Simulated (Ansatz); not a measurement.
# BSiH2Cl (SMILES B[Si]Cl): UCCSD(T)/STO-3G

What is the energy change on altering one bond length of BSiH2Cl at UCCSD(T)/STO-3G? 

The results are computed with Ansatz 0.2.0.

72 further runs of the same task are left out: 4 that didn't finish, 68 set aside as unsound or not needed.

## Step 1: The system as given

The species is BSiH2Cl (5 atoms), meant as a triplet with charge 0. As SMILES, `B[Si]Cl`. Geometry: relaxed at GFN2-xTB.

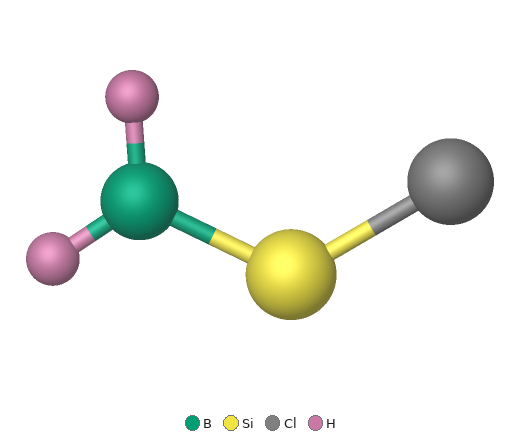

Viewed from a chosen angle; boron teal, silicon yellow, chlorine grey, hydrogen pink.

## Step 2: The energy at UCCSD(T)/STO-3G

File molecule.yaml:

```yaml
crystal:
  periodic: [false, false, false]
  atoms:
    - {symbol: B, position_ang: [-0.674100, 0.367960, -0.302510]}
    - {symbol: Si, position_ang: [0.334580, -1.081930, 0.357550]}
    - {symbol: Cl, position_ang: [2.311390, -0.930270, 0.961480]}
    - {symbol: H, position_ang: [-0.184480, 1.431210, -0.387430]}
    - {symbol: H, position_ang: [-1.787390, 0.213030, -0.629090]}
basis:
  gaussian:
    orbitals: STO-3G
magnetization:
  spin_polarized: true
  initial_magnetization: 2
correlation:
  method: ccsd_t
  frozen_orbitals: {B: 1, Cl: 5, H: 0, Si: 5}
accuracy: high
scf:
  omitted_lower_state_checks: [cluster_reference, increment]
```

Launch:

```sh
ansatz run molecule.yaml --threads 1 --pin off --max-ram 2610MiB --events-out events.jsonl --progress --plain --runs-dir runs
```

Standard output, shortened:

```text
Warning: RAYON_NUM_THREADS=1 ignored (pool sized by the plan → 1); use --threads N
Functional definition: HF
  name "HF"
[...]
452 factors; integrals over basis functions are off by at most 1.1e-8 eV
[...]
mean field -20835.11098639 eV, -765.6762062043 hartree, gradient 2.4e-8 eV, S^2 2.002908; 0 other end points of the search recorded, 0 dependent functions left out
11 core orbitals not correlated: weight in the atoms' cores, before any rotation towards them, 0.999 or more for the frozen orbitals, at most 0.000 for the correlated occupied ones
reference -20835.11098639 eV, -765.6762062043 hartree; 9, 7 occupied and 5, 7 virtual orbitals, 452 factors
second order -1.57943356 eV of doubles, -0.00000000 eV of singles
cycle   1  -1.96305099 eV  change   -3.8e-1 eV  update   6.6e-2
[...]
cycle  23  -2.24691046 eV  change   -1.2e-9 eV  update   1.3e-9
perturbative correction -0.04586197 eV, -0.0016853964 hartree
Total energy: -20837.40375882 eV, -765.7604640370 hartree
Checks for a lower state left out: cluster_reference, increment
```

Wall time 0.4 s (1 thread of Arm Neoverse V1, shared host).

## Step 3: The distorted shape

File job.yaml:

```yaml
crystal:
  periodic: [false, false, false]
  atoms:
    - symbol: B
      position_ang: [-0.926251, 0.730404, -0.467512]
    - symbol: Si
      position_ang: [0.334580, -1.081930, 0.357550]
    - symbol: Cl
      position_ang: [2.311390, -0.930270, 0.961480]
    - symbol: H
      position_ang: [-0.436631, 1.793654, -0.552432]
    - symbol: H
      position_ang: [-2.039541, 0.575474, -0.794092]
basis:
  gaussian: {orbitals: STO-3G}
magnetization: {spin_polarized: true, initial_magnetization: 2}
correlation: {method: ccsd_t, frozen_orbitals: {B: 1, Cl: 5, H: 0, Si: 5}}
accuracy: high
scf: {omitted_lower_state_checks: [cluster_reference, increment]}
```

Launch:

```sh
ansatz run job.yaml --threads 1 --pin off --max-ram 2610MiB --events-out events.jsonl --progress --plain --runs-dir runs
```

Standard output, shortened:

```text
Warning: RAYON_NUM_THREADS=1 ignored (pool sized by the plan → 1); use --threads N
Functional definition: HF
  name "HF"
[...]
439 factors; integrals over basis functions are off by at most 1.3e-8 eV
[...]
mean field -20833.68653306 eV, -765.6238585100 hartree, gradient 6.4e-8 eV, S^2 2.027058; 3 other end points of the search recorded, 0 dependent functions left out
11 core orbitals not correlated: weight in the atoms' cores, before any rotation towards them, 1.000 or more for the frozen orbitals, at most 0.000 for the correlated occupied ones
reference -20833.68653306 eV, -765.6238585100 hartree; 9, 7 occupied and 5, 7 virtual orbitals, 439 factors
second order -1.51822410 eV of doubles, -0.00000000 eV of singles
cycle   1  -1.92898951 eV  change   -4.1e-1 eV  update   8.0e-2
[...]
cycle  27  -2.32324554 eV  change  -1.6e-10 eV  update  9.4e-10
perturbative correction -0.06444308 eV, -0.0023682395 hartree
Total energy: -20836.07422168 eV, -765.7116044485 hartree
Checks for a lower state left out: cluster_reference, increment
```

Run time: 0.5 s. Hardware: 1 thread of Arm Neoverse V1, shared host.

## Step 4: Summary of results

Level: UCCSD(T)/STO-3G, 11 core orbitals frozen.

| quantity | value |
| --- | --- |
| first shape: total energy | -765.76046 Eh |
| first shape: correlation energy (11 core orbitals frozen) | -84.3 mEh |
| first shape: (T) correction | -1.69 mEh |
| first shape: ⟨S²⟩ of the reference determinant | 2.003 |
| first shape: T1 diagnostic | 0.024 |
| distorted shape: total energy | -765.71160 Eh |
| distorted shape: correlation energy (11 core orbitals frozen) | -87.7 mEh |
| distorted shape: (T) correction | -2.37 mEh |
| distorted shape: ⟨S²⟩ of the reference determinant | 2.027 |
| distorted shape: T1 diagnostic | 0.037 |
| energy change with the B1–Si2 bond stretched from 1.886 to 2.357 Å | 1.330 eV |

In words: With the B1–Si2 bond stretched from 1.886 to 2.357 Å the energy rises by 1.33 eV (31 kcal/mol). The first shape isn't relaxed at this level, so the change isn't measured from a minimum. The minimal basis adds a large error of its own. The triples (first shape) make up 2.0 % of the correlation energy. The triples (distorted shape) make up 2.7 % of the correlation energy.
